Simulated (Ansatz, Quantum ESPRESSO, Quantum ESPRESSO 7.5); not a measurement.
## Rh(111), 4 layers, one monolayer of H on top sites against a metal electrode

Wanted: the capacitance of Rh(111), 4 layers, one monolayer of H on top sites by the effective screening medium.

Calculated with Quantum ESPRESSO 7.5; plane-wave DFT, PBE, GBRV ultrasoft pseudopotentials (geometry by Ansatz 0.2.0 with PAW datasets; geometry under PBE).

### Step 1. The structure

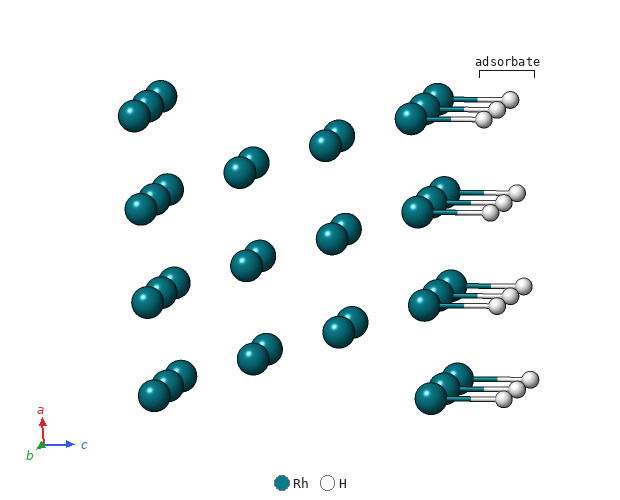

The cell as given, from the side, with the c axis across the page (rhodium blue, hydrogen white). 3×2×1 cells are drawn. Some periodic images of atoms are drawn too.

The cell holds 5 atoms: 4 Rh and 1 H. Cell: a = 2.687 Å, b = 2.687 Å, c = 24.582 Å, α = 90.0°, β = 90.0°, γ = 60.0°. It derives from Rh. Vacuum lies along c.

### Step 2. Geometry from Ansatz

The geometry comes first, from a plane-wave PAW code, so that the later runs on this slab share one structure.

input.yaml reads:

```yaml
crystal:
  lattice:
    - [2.6870057685, 0.0, 0.0]
    - [1.3435028843, 2.3270152556, 0.0]
    - [0.0, 0.0, 24.5817930688]
  atoms:
    - { symbol: Rh, position: [0.0, 0.0, 0.3173080165] }
    - { symbol: Rh, position: [0.3333333333, 0.3333333333, 0.4065582602] }
    - { symbol: Rh, position: [0.6666666667, 0.6666666667, 0.495808504] }
    - { symbol: Rh, position: [0.0, 0.0, 0.5850587477] }
    - { symbol: H, position: [0.0, 0.0, 0.6554360385] }
kpoints:
  mp_grid: { grid: [12, 12, 1] }
hamiltonian:
  xc: pbe
scf:
  occupations: { method: fermi_dirac, width: 0.1 }
  convergence: { dr2_threshold: 1.0e-08 }
efield:
  axis: 3
  dipole_correction: true
  ramp_position: 0.97
  ramp_width: 0.04
relax:
  f_tol: 0.01
  constraints: [{ sites: [0, 1] }]
output:
  write_potential: true
  write_density: true
  volumetric_format: npy
```

Run with:

```
$ ansatz run input.yaml --threads 4 --pin off --max-ram 8192MiB --backend cpu --events-out ev --progress --plain --runs-dir out
```

Numbers of over 12 decimals in the logs are rounded to 6 here.

The program printed:

```text
Engine: ansatz 0.2.0, aarch64-unknown-linux-gnu
Pseudopotentials: kind: paw
Pseudopotential: Rh, paw, valence charge 17, recommended cutoff 420 eV (normal), Rh.paw.azcp
Pseudopotential: H, paw, valence charge 1, recommended cutoff 420 eV (normal), H.paw.azcp
Functional definition: PBE
  parameter kappa = 0.804
  parameter beta = 0.066725
  exchange = pbe_x(kappa = kappa, mu = beta*pi^2/3)
  correlation = pbe_c(beta = beta)
Crystal: 5 atoms, lattice volume = 153.703 Å³
Basis set: ecut = 420 eV, 3065 PW (Γ), exchange–correlation on 36×36×360 points (8 copies of the dense FFT grid, shifted against one another)
Bands: 42, of which v1, the nominal top of the filled ones, is band 35 counted from 1 (34 counted from 0)
Symmetry: 6 space group operations
Space group: P3m1 (ITA 156), of the structure as read, at distance tolerance 5.4e-5 Å
k-points: 19 of 144 (time reversal used)
Non-local potential: Rh, projectors of the file, l = 0: 3, l = 1: 2, l = 2: 2, l = 3: 1
Non-local potential: H, projectors of the file, l = 0: 2, l = 1: 1
PAW form: soft (Blöchl's): semilocal exchange-correlation on the pseudo side does not see the compensation charge
PAW one-centre angular grid: Rh, 590 points (default); XC on 64 Gauss nodes
PAW one-centre angular grid: H, 110 points (default); XC on 64 Gauss nodes
Initial density: superposition of atomic densities (neutral atoms: chi_scale 0, normalization atom), corrected by the library's trained network
Initial wavefunctions: pseudopotential atomic-orbital guess
Functional: x = pbe(κ = 0.804, μ = 0.219515), c = pbe(β = 0.066725)
SCF iter   1: F=—  HF=-25626.108446 eV  |F-HF|=—  |Δ(HF+E_count)|=         —  Δρ=3.40e-2  dr2=2.81e1  ethr=1.77e-3  p=-0.005 e·Å  D=-6.36e-3 V/Å  ΔV_dip=0.16 eV  dr2_dipole=1.06e1  V_vac-E_F(+/−)=5.43/5.28 eV  ⟨swp⟩=8.7  Hψ=3671  notcnv=0  defer=3
efield: sawtooth ramp at fractional position 0.9700 (set: `efield.ramp_position`, or a place that a band, a saddle search or an elastic batch's reference lends), width 0.0400; the density the first Hamiltonian is built on has a dipole p = -0.005 e·Å; the dipole correction subtracts the counter field D = -6.36e-3 V/Å, which shifts the + side's vacuum level by +0.16 eV against the − side's; the planar-averaged density in the ramp window peaks in size at 2.7e-5 e/Å³
preconditioner: auto → LDOS  [metal: Δε(μ)=0.046 eV  Ē_g=6.002 eV  σ=0.100 eV  W_gap=0.11  n_scr=18 (ndim 8)  ℏωp=18.2 eV  f_vac=0.561  D(μ)=5.32/eV (n_scr^D=18)  β→1.0]
SCF iter   2: F=—  HF=-25625.884506 eV  |F-HF|=—  |Δ(HF+E_count)|=   2.24e-1  Δρ=1.47e-2  dr2=3.31e0  ethr=1.77e-3  p=-0.013 e·Å  D=-1.48e-2 V/Å  ΔV_dip=0.36 eV  dr2_dipole=1.08e0  V_vac-E_F(+/−)=5.46/5.09 eV  ⟨swp⟩=2.6  Hψ=1039  notcnv=0  defer=5
SCF iter   3: F=—  HF=-25625.865886 eV  |F-HF|=—  |Δ(HF+E_count)|=   1.86e-2  Δρ=2.40e-3  dr2=1.78e-2  ethr=1.77e-3  p=-0.019 e·Å  D=-2.26e-2 V/Å  ΔV_dip=0.56 eV  dr2_dipole=2.33e-4  V_vac-E_F(+/−)=5.68/5.13 eV  ⟨swp⟩=2.3  Hψ=925  notcnv=0  defer=5
SCF iter   4: F=—  HF=-25625.864200 eV  |F-HF|=—  |Δ(HF+E_count)|=   1.69e-3  Δρ=4.06e-4  dr2=7.64e-4  ethr=2.59e-5  p=-0.016 e·Å  D=-1.84e-2 V/Å  ΔV_dip=0.45 eV  dr2_dipole=2.17e-4  V_vac-E_F(+/−)=5.60/5.15 eV  ⟨swp⟩=1.9  Hψ=1185  notcnv=0  defer=5
SCF iter   5: F=—  HF=-25625.864406 eV  |F-HF|=—  |Δ(HF+E_count)|=   2.06e-4  Δρ=1.31e-4  dr2=2.88e-5  ethr=1.11e-6  p=-0.016 e·Å  D=-1.89e-2 V/Å  ΔV_dip=0.46 eV  dr2_dipole=4.27e-6  V_vac-E_F(+/−)=5.61/5.15 eV  ⟨swp⟩=2.1  Hψ=1066  notcnv=0  defer=5
SCF iter   6: F=—  HF=-25625.864424 eV  |F-HF|=—  |Δ(HF+E_count)|=   1.77e-5  Δρ=4.44e-5  dr2=4.71e-6  ethr=4.18e-8  p=-0.016 e·Å  D=-1.88e-2 V/Å  ΔV_dip=0.46 eV  dr2_dipole=6.63e-7  V_vac-E_F(+/−)=5.61/5.15 eV  ⟨swp⟩=2.2  Hψ=1343  notcnv=0  defer=5
SCF iter   7: F=—  HF=-25625.864421 eV  |F-HF|=—  |Δ(HF+E_count)|=   2.28e-6  Δρ=1.69e-5  dr2=8.31e-7  ethr=6.82e-9  p=-0.016 e·Å  D=-1.88e-2 V/Å  ΔV_dip=0.46 eV  dr2_dipole=1.47e-10  V_vac-E_F(+/−)=5.61/5.15 eV  ⟨swp⟩=2.1  Hψ=1161  notcnv=0  defer=5
SCF iter   8: F=—  HF=-25625.864421 eV  |F-HF|=—  |Δ(HF+E_count)|=   9.05e-8  Δρ=6.28e-6  dr2=6.02e-8  ethr=1.20e-9  p=-0.016 e·Å  D=-1.88e-2 V/Å  ΔV_dip=0.46 eV  dr2_dipole=5.18e-10  V_vac-E_F(+/−)=5.61/5.15 eV  ⟨swp⟩=2.3  Hψ=1269  notcnv=0  defer=5
SCF iter   9: F=—  HF=-25625.864421 eV  |F-HF|=—  |Δ(HF+E_count)|=   1.12e-7  Δρ=2.43e-6  dr2=2.33e-8  ethr=1.45e-11  p=-0.016 e·Å  D=-1.88e-2 V/Å  ΔV_dip=0.46 eV  dr2_dipole=1.50e-9  V_vac-E_F(+/−)=5.61/5.15 eV  ⟨swp⟩=10.8  Hψ=6233  notcnv=0
SCF iter  10: F=-25625.864421 eV  HF=-25625.864421 eV  |F-HF|=1.30e-8  |Δ(HF+E_count)|=   2.90e-8  Δρ=8.97e-7  dr2=2.22e-9  ethr=1.45e-11  p=-0.016 e·Å  D=-1.88e-2 V/Å  ΔV_dip=0.46 eV  dr2_dipole=9.79e-11  V_vac-E_F(+/−)=5.61/5.15 eV  ⟨swp⟩=9.3  Hψ=5356  notcnv=0
SCF 1 converged in 10 iterations: F = -25625.864421 eV  dr2 = 2.22e-9
  greatest PAW one-centre occupation: 1.000 electrons in one spin orbital (limit 2), on the Rh atom at site 3 (counted from 0), in its partial waves of l = 0
relax step   1: F+E_penalty+E_count = -25625.86442146 eV  Δ(F+E_penalty+E_count) = +0.000e0 eV  max|allowed force component| = 1.737e0 eV/Å  Δτ_max = 0.0000 Å  (10 SCF iters, accepted)
Initial density: handed on by an earlier stage of this run
Initial wavefunctions: those handed on with the density
iter 1 solved again at ethr=1.47e-3 eV; its pass at ethr=3.10e-3 eV (dr2=1.01e0 eV) is discarded
SCF iter   1: F=—  HF=-25626.025649 eV  |F-HF|=—  |Δ(HF+E_count)|=         —  Δρ=1.19e-2  dr2=1.10e0  ethr=1.47e-3  p=-0.016 e·Å  D=-1.88e-2 V/Å  ΔV_dip=0.46 eV  dr2_dipole=4.04e-1  V_vac-E_F(+/−)=5.64/5.17 eV  ⟨swp⟩=1.1  Hψ=2824  notcnv=0  defer=5
efield: sawtooth ramp at fractional position 0.9700 (set: `efield.ramp_position`, or a place that a band, a saddle search or an elastic batch's reference lends), width 0.0400; the density the first Hamiltonian is built on has a dipole p = -0.016 e·Å; the dipole correction subtracts the counter field D = -1.88e-2 V/Å, which shifts the + side's vacuum level by +0.46 eV against the − side's; the planar-averaged density in the ramp window peaks in size at 5.2e-6 e/Å³
preconditioner: auto → LDOS  [metal: Δε(μ)=0.102 eV  Ē_g=6.036 eV  σ=0.100 eV  W_gap=0.25  n_scr=18 (ndim 8)  ℏωp=18.2 eV  f_vac=0.565  D(μ)=5.59/eV (n_scr^D=20)  β→1.0]
SCF iter   2: F=—  HF=-25626.015758 eV  |F-HF|=—  |Δ(HF+E_count)|=   9.89e-3  Δρ=4.18e-3  dr2=4.42e-2  ethr=1.47e-3  p=-0.018 e·Å  D=-2.10e-2 V/Å  ΔV_dip=0.52 eV  dr2_dipole=6.25e-3  V_vac-E_F(+/−)=5.65/5.14 eV  ⟨swp⟩=2.4  Hψ=1017  notcnv=0  defer=5
[...]
preconditioner: auto → LDOS  [metal: Δε(μ)=0.049 eV  Ē_g=6.005 eV  σ=0.100 eV  W_gap=0.12  n_scr=18 (ndim 8)  ℏωp=18.2 eV  f_vac=0.565  D(μ)=5.72/eV (n_scr^D=20)  β→1.0]
SCF iter   2: F=—  HF=-25626.022607 eV  |F-HF|=—  |Δ(HF+E_count)|=   5.54e-4  Δρ=7.64e-4  dr2=8.99e-4  ethr=9.99e-5  p=-0.015 e·Å  D=-1.79e-2 V/Å  ΔV_dip=0.44 eV  dr2_dipole=7.34e-5  V_vac-E_F(+/−)=5.59/5.15 eV  ⟨swp⟩=1.6  Hψ=962  notcnv=0  defer=7
SCF iter   3: F=—  HF=-25626.022648 eV  |F-HF|=—  |Δ(HF+E_count)|=   4.05e-5  Δρ=5.46e-4  dr2=1.11e-3  ethr=1.30e-6  p=-0.015 e·Å  D=-1.78e-2 V/Å  ΔV_dip=0.44 eV  dr2_dipole=4.61e-5  V_vac-E_F(+/−)=5.58/5.14 eV  ⟨swp⟩=3.0  Hψ=1773  notcnv=0  defer=7
SCF iter   4: F=—  HF=-25626.022465 eV  |F-HF|=—  |Δ(HF+E_count)|=   1.83e-4  Δρ=8.81e-5  dr2=2.14e-5  ethr=1.30e-6  p=-0.015 e·Å  D=-1.76e-2 V/Å  ΔV_dip=0.43 eV  dr2_dipole=2.56e-8  V_vac-E_F(+/−)=5.58/5.15 eV  ⟨swp⟩=2.1  Hψ=1159  notcnv=0  defer=7
SCF iter   5: F=—  HF=-25626.022430 eV  |F-HF|=—  |Δ(HF+E_count)|=   3.47e-5  Δρ=2.08e-5  dr2=1.31e-6  ethr=3.10e-8  p=-0.015 e·Å  D=-1.77e-2 V/Å  ΔV_dip=0.44 eV  dr2_dipole=4.86e-7  V_vac-E_F(+/−)=5.58/5.15 eV  ⟨swp⟩=3.3  Hψ=1656  notcnv=0  defer=7
SCF iter   6: F=—  HF=-25626.022433 eV  |F-HF|=—  |Δ(HF+E_count)|=   2.75e-6  Δρ=6.97e-6  dr2=1.15e-7  ethr=1.90e-9  p=-0.015 e·Å  D=-1.77e-2 V/Å  ΔV_dip=0.43 eV  dr2_dipole=8.26e-9  V_vac-E_F(+/−)=5.58/5.15 eV  ⟨swp⟩=2.1  Hψ=1140  notcnv=0  defer=7
SCF iter   7: F=—  HF=-25626.022433 eV  |F-HF|=—  |Δ(HF+E_count)|=   3.04e-7  Δρ=2.43e-6  dr2=3.55e-8  ethr=1.67e-10  p=-0.015 e·Å  D=-1.77e-2 V/Å  ΔV_dip=0.43 eV  dr2_dipole=7.15e-9  V_vac-E_F(+/−)=5.58/5.15 eV  ⟨swp⟩=2.0  Hψ=1164  notcnv=0  defer=7
SCF iter   8: F=-25626.022433 eV  HF=-25626.022433 eV  |F-HF|=4.30e-9  |Δ(HF+E_count)|=   1.39e-8  Δρ=1.05e-6  dr2=3.23e-9  ethr=1.45e-11  p=-0.015 e·Å  D=-1.77e-2 V/Å  ΔV_dip=0.43 eV  dr2_dipole=4.74e-10  V_vac-E_F(+/−)=5.58/5.15 eV  ⟨swp⟩=8.3  Hψ=5831  notcnv=0
SCF 3 converged in 8 iterations: F = -25626.022433 eV  dr2 = 3.23e-9
relax step   3: F+E_penalty+E_count = -25626.02243297 eV  Δ(F+E_penalty+E_count) = -1.643e-2 eV  max|allowed force component| = 2.402e-2 eV/Å  Δτ_max = 0.0326 Å  (8 SCF iters, accepted)
SCF iter   1: F=—  HF=-25626.022487 eV  |F-HF|=—  |Δ(HF+E_count)|=         —  Δρ=1.69e-4  dr2=3.77e-5  ethr=3.17e-6  p=-0.015 e·Å  D=-1.77e-2 V/Å  ΔV_dip=0.43 eV  dr2_dipole=9.26e-6  V_vac-E_F(+/−)=5.58/5.15 eV  ⟨swp⟩=2.1  Hψ=1334  notcnv=0  defer=7
efield: sawtooth ramp at fractional position 0.9700 (set: `efield.ramp_position`, or a place that a band, a saddle search or an elastic batch's reference lends), width 0.0400; the density the first Hamiltonian is built on has a dipole p = -0.015 e·Å; the dipole correction subtracts the counter field D = -1.77e-2 V/Å, which shifts the + side's vacuum level by +0.43 eV against the − side's; the planar-averaged density in the ramp window peaks in size at 4.7e-6 e/Å³
preconditioner: auto → LDOS  [metal: Δε(μ)=0.064 eV  Ē_g=6.006 eV  σ=0.100 eV  W_gap=0.16  n_scr=18 (ndim 8)  ℏωp=18.2 eV  f_vac=0.565  D(μ)=5.70/eV (n_scr^D=20)  β→1.0]
SCF iter   2: F=—  HF=-25626.022456 eV  |F-HF|=—  |Δ(HF+E_count)|=   3.10e-5  Δρ=7.32e-5  dr2=1.03e-5  ethr=5.46e-8  p=-0.015 e·Å  D=-1.77e-2 V/Å  ΔV_dip=0.43 eV  dr2_dipole=9.05e-7  V_vac-E_F(+/−)=5.58/5.15 eV  ⟨swp⟩=2.3  Hψ=1453  notcnv=0  defer=7
SCF iter   3: F=—  HF=-25626.022464 eV  |F-HF|=—  |Δ(HF+E_count)|=   7.87e-6  Δρ=3.23e-5  dr2=3.42e-6  ethr=1.50e-8  p=-0.015 e·Å  D=-1.77e-2 V/Å  ΔV_dip=0.44 eV  dr2_dipole=2.09e-7  V_vac-E_F(+/−)=5.58/5.15 eV  ⟨swp⟩=2.6  Hψ=1365  notcnv=0  defer=7
SCF iter   4: F=—  HF=-25626.022460 eV  |F-HF|=—  |Δ(HF+E_count)|=   3.53e-6  Δρ=7.76e-6  dr2=9.13e-8  ethr=4.96e-9  p=-0.015 e·Å  D=-1.77e-2 V/Å  ΔV_dip=0.43 eV  dr2_dipole=2.59e-8  V_vac-E_F(+/−)=5.58/5.15 eV  ⟨swp⟩=2.5  Hψ=1261  notcnv=0  defer=7
SCF iter   5: F=-25626.022460 eV  HF=-25626.022460 eV  |F-HF|=4.20e-8  |Δ(HF+E_count)|=   5.91e-8  Δρ=1.87e-6  dr2=7.96e-9  ethr=1.45e-11  p=-0.015 e·Å  D=-1.77e-2 V/Å  ΔV_dip=0.43 eV  dr2_dipole=1.08e-9  V_vac-E_F(+/−)=5.58/5.15 eV  ⟨swp⟩=8.7  Hψ=6403  notcnv=0
SCF 4 converged in 5 iterations: F = -25626.022460 eV  dr2 = 7.96e-9
relax step   4: F+E_penalty+E_count = -25626.02246028 eV  Δ(F+E_penalty+E_count) = -2.731e-5 eV  max|allowed force component| = 1.927e-3 eV/Å  Δτ_max = 0.0022 Å  (5 SCF iters, accepted)
NSCF: frozen V_eff on 19 k-points
the band table was solved once a step of the walk had ended and its energy, with any forces and stress, was formed, with the checks that follow a solve (4217 applications of the Hamiltonian). They found nothing against the state; the energy, forces and stress were not computed again (output.eigenvalues in the input reference)
WARN: The input density's exchange-correlation potential varies sharply where the density is thin. Do not read a vacuum level from v_tot or v_xc, or from such a field of the output density. On a cell that repeats whose density bears no net charge and no dipole along the vacuum's axis use v_es (v_loc + v_h of the components); under efield.dipole_correction with no amplitude use v_es + v_field, which holds any external [...]
SCF converged after 5 iterations
Free energy (F): -25626.022460 eV
Harris-Foulkes:  -25626.022460 eV  (|F-HF|=4.20e-8)
Internal energy: -25625.829465 eV  (E = F + TS)
E sigma→0 (E₀):  -25625.925963 eV
Entropy (-TS):   -0.192995 eV (-38.599 meV/atom)
Fermi energy:    4.646528 eV
Dipole field:    D = -0.017612 V/Å  (p = -0.014960 e·Å, saw-weighted, corrected)
Work function:   Φ+ = 5.5804 eV   Φ− = 5.1475 eV
Levels:          The Fermi level and band energies are counted from a zero that moves with the ramp; work functions are not
--- Per-component energies (eV) ---
  E_band       = -1530.242570
  E_kinetic    = 2303.376031
  E_local      = -122303.395074  (includes V_loc(G=0)·N_el)
  E_nonlocal   = 1421.013537
  E_hartree    = 59629.038433
  E_xc         = -894.206139
  E_vxc        = -1122.600592  (∫ρ·V_xc dr)
  E_paw        = -14348.513201  (= ΣΔE_a)
  E_vpaw       = -1085.658501  (= ΣTr[D̂ρ^β])
  E_aug_tail   = 0.002239  (compensation charges beyond the density's cutoff)
  E_efield     = 0.000132  (sawtooth field / dipole correction)
  E_vefield    = -1.049726  (∫n·V_field dr)
  E_ewald      = 48566.854577
  E_smearing   = -0.192995  (= −TS)
  E_closure    = -0.000000  (closes the sum)
  Σ components = -25626.022460   (vs F -25626.022460, Δ=0.00e0)
--- Forces (eV/Å), atoms counted from 1 ---
  atom   1  Rh    -0.00000000     0.00000000     0.12481958
  atom   2  Rh     0.00000000    -0.00000000    -0.12460158
  atom   3  Rh     0.00000000     0.00000000     0.00135269
  atom   4  Rh    -0.00000000     0.00000000    -0.00192656
  atom   5  H      0.00000000     0.00000000     0.00037619
  max |Σ_I F_I| component: 2.03e-5 eV/Å
--- Band table (eV; the first three rows and the last of 19) ---
  k-point 0: bands = [... 31 lower, 3.4784, 3.7058, 3.7058, 3.9431, 3.9431, 4.5890, 4.5890, 5.0850, ... 3 higher]
  k-point 1: bands = [... 31 lower, 2.9253, 3.5542, 3.5725, 3.9579, 3.9689, 4.2108, 4.5907, 5.0980, ... 3 higher]
  k-point 2: bands = [... 31 lower, 2.9219, 3.0697, 3.4656, 3.5039, 3.9650, 4.4737, 4.5863, 5.1274, ... 3 higher]
  k-point 18: bands = [... 31 lower, 3.5138, 3.6028, 4.6551, 4.8917, 4.9237, 7.9413, 11.6172, 11.7431, ... 3 higher]
--- Relaxed structure (4 steps of the walk, 4 accepted, 0 SCFs on fresh bases) ---
  F+E_penalty+E_count = -25626.02246028 eV   max|allowed force component| = 1.927e-3 eV/Å
  atoms:
    - { symbol: Rh, position: [0.0, 0.0, 0.3173080165] }
    - { symbol: Rh, position: [0.333333, 0.333333, 0.4065582602] }
    - { symbol: Rh, position: [0.666667, 0.666667, 0.496816] }
    - { symbol: Rh, position: [0, 0, 0.587185] }
    - { symbol: H, position: [0, 0, 0.650923] }
```

The job ended after 11 s (4 threads of Arm Neoverse V2, shared host; peak memory 0.45 GiB).

Relaxation path:

```tsv
step	energy less that of the first step (eV)	largest force component (eV/Å)
1	0.0000	1.7372
2	-0.1416	0.7153
3	-0.1580	0.0240
4	-0.1580	0.0019
```

Forces are held to the 6 operations that the run works with; a distortion that breaks them can't arise in this run.

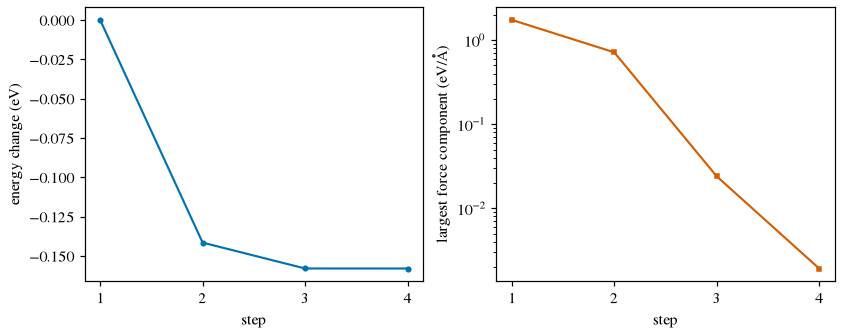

Energy and largest force along the relaxation.

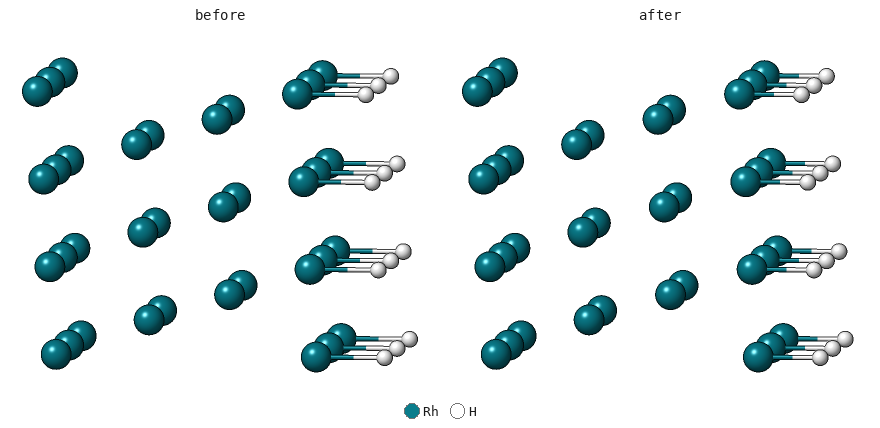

The structure before and after the relaxation, drawn at the same scale.

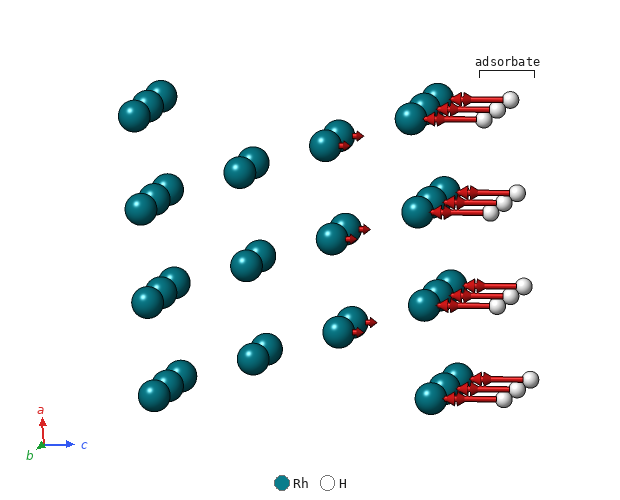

Displacements in the relaxation, exaggerated; the longest in the cell stands for 0.11 Å. 3×2×1 cells are drawn. Some periodic images of atoms are drawn too.

The atoms that moved most (Å):

```tsv
atom	dx	dy	dz	length
H5	0.000	0.000	-0.111	0.111
Rh4	0.000	0.000	0.052	0.052
Rh3	0.000	0.000	0.025	0.025
```

Final coordinates:

```xyz
5
Lattice="2.6870 0.0000 0.0000 1.3435 2.3270 0.0000 0.0000 0.0000 24.5818" Properties=species:S:1:pos:R:3
Rh    0.0000    0.0000    7.8000
Rh    1.3435    0.7757    9.9939
Rh    2.6870    1.5513   12.2126
Rh    0.0000    0.0000   14.4341
H     0.0000    0.0000   16.0009
```

The relaxation lowers the energy by 32 meV an atom. Held were the atoms numbered 1 and 2; the forces quoted are those on the free ones.

This step gave:

| Property | Result |
| --- | --- |
| free energy | -25626.0225 eV |
| energy at zero smearing | -25625.9260 eV |
| smearing term TS | 0.1930 eV |
| Fermi energy | 4.647 eV |
| symmetry operations | 6 |
| work function of the upper face | 5.580 eV |
| work function of the lower face | 5.147 eV |
| dipole along the normal | -0.01496 e·Å |

(Continued in part 2 of 6.)

[Logs are printed without paths, hosts, clocks, repeated set-up lines and the standing remarks that a program may print on its own settings, such as how far it seeks lower states.]

[Hosts, paths, dates, database ids (printed as entryN), source tags and the programs' standing remarks are cut or masked in the printed files.]

[Maps of the electrostatic potential energy from Ansatz leave out the sawtooth potential of an applied field or a dipole correction, so their vacuum need not be flat; planar profiles and work functions include it.]
